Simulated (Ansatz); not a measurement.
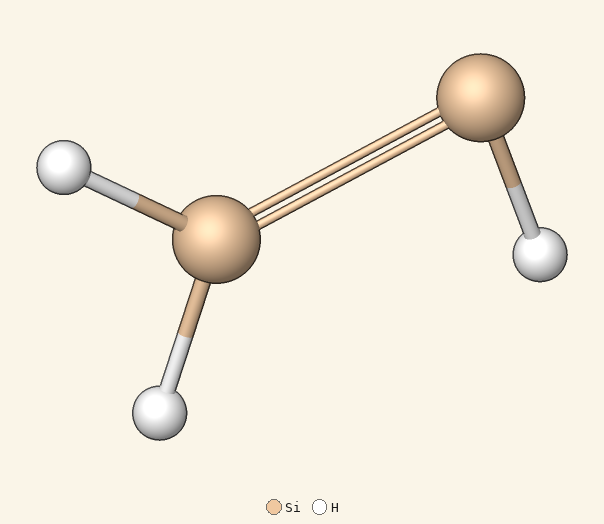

The picture shows a molecular structure as a ball-and-stick model. Multiple sticks mark multiple bonds (one Kekulé form).

State: neutral, doublet.

Question: Give the formula.

Answer: Si₂H₃, 5 atoms: 2 silicon and 3 hydrogen.

Question: How many atoms are distinct by symmetry?

Answer: 5: 1 Si, 1 Si, 1 H, 1 H, 1 H.

More results for the same structure follow; atom numbers are the same in all pictures, views and colours differ. The computed structure is the end point of a PBE0-D4/def2-TZVP optimisation. No frequency run is at hand to confirm it as a minimum.

### Geometry

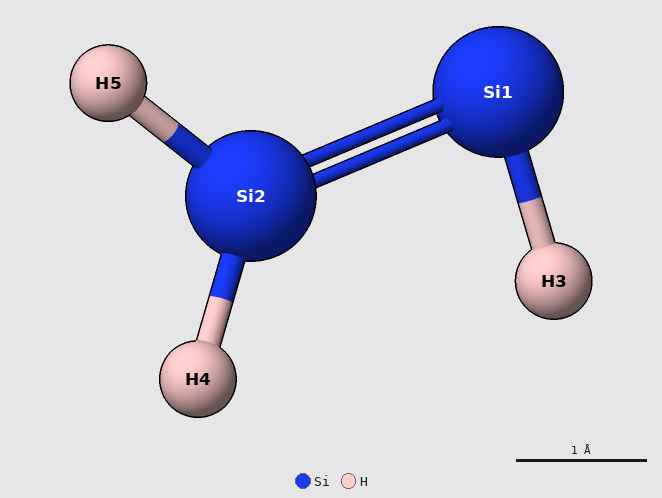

Atoms carry their numbers in the input. No frequency run is at hand to confirm it as a minimum.

Estimate the angles Si2–Si1–H3, Si1–Si2–H4, Si1–Si2–H5, H4–Si2–H5.

```tsv
angle	degrees
Si2–Si1–H3	86.7
Si1–Si2–H4	129.4
Si1–Si2–H5	123.7
H4–Si2–H5	107.0
```

### Electronic properties

No frequency run is at hand to confirm it as a minimum. Method: UKS PBE0-D4/def2-TZVPP (Ansatz 0.2.0).

What does the calculation give?

- HOMO energy (Kohn–Sham orbital): −6.62 eV
- ⟨S²⟩ of the determinant: 0.757

### Dipole moment

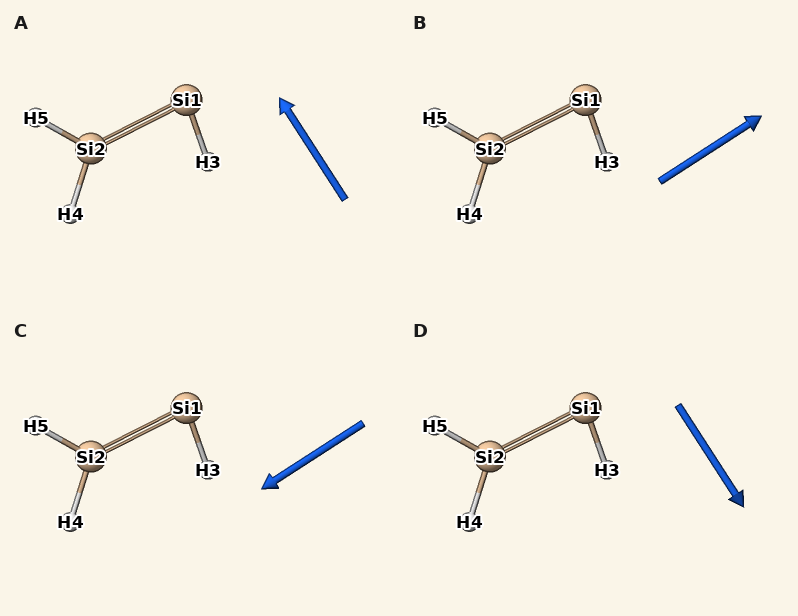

The same molecule four times, each with an arrow. No frequency run is at hand to confirm it as a minimum. Properties computed with UKS PBE0-D4/def2-TZVP (Ansatz 0.2.0).

Question: Which arrow points along the dipole moment, from the negative to the positive end?

Answer: C. The dipole moment is 1.13 D; it points from the side of Si1 to the side of H4 (the outermost atoms at the two ends).

### Charges

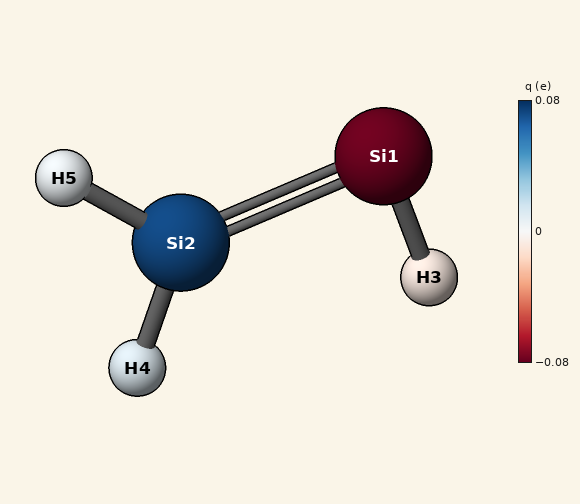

Atoms are coloured by their Mulliken charges. No frequency run is at hand to confirm it as a minimum. Level of theory: UKS PBE0-D4/def2-TZVP (Ansatz 0.2.0).

Question: Which atom carries the highest charge (most positive or least negative)?

Answer: Si2 (0.07 e).

Question: And the lowest?

Answer: Si1 (−0.08 e).

Give the Mulliken charges atom by atom.

```tsv
atom	value (e)
Si1	−0.08
Si2	0.07
H3	−0.01
H4	0.01
H5	0.00
```

Mulliken values depend strongly on the basis set and can even reverse the polarity of a bond.
